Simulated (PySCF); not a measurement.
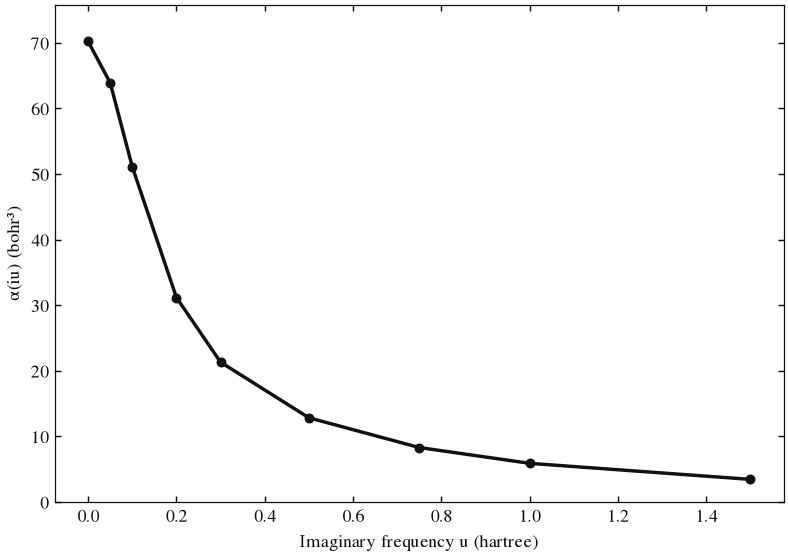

Dipole polarisability at imaginary frequency of an atom or ion with 42 electrons in the configuration [Kr] 4d⁵ 5s. Coupled response at the PBEsol level; PySCF, aug-cc-pVDZ-PP with a 28-electron core potential, unrestricted single determinants, no spin-orbit coupling.

Question: Which species is it, and what does the curve give?

Answer: Mo I (neutral molybdenum). The static dipole polarisability is 70.2 bohr³ (the recommended value is 87.0); α(iu) falls to half of it near u = 0.17 hartree. The Casimir–Polder integral gives C₆ = 708 hartree bohr⁶ for two such species.
